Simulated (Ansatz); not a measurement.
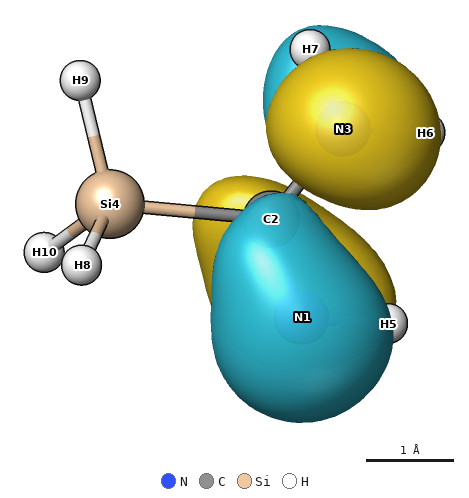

CH6N2Si. The HOMO at ±0.1 Å⁻³ᐟ² (yellow and cyan are the two phases), seen at a tilt.

Computed with RHF/def2-SVP in Ansatz.

```csv
atom,x (Å),y (Å),z (Å)
N,-1.3123,1.0312,0.1010
C,-0.2129,0.4408,-0.0833
N,0.8823,0.9520,-0.7356
Si,-0.1746,-1.3758,0.5153
H,-1.3194,1.9754,-0.2625
H,0.9080,1.9339,-0.9297
H,1.7738,0.5282,-0.5900
H,-0.9370,-2.2160,-0.4332
H,1.2316,-1.8582,0.5528
H,-0.7565,-1.4627,1.8681
```

**Describe this orbital and give its energy.**

Its weight (Hirshfeld) is mainly on N1 (about 40 %), N3 (about 30 %) and C2 (about 15 %); largely a combination of lone pairs on N1 and N3. Its energy is −10.09 eV.
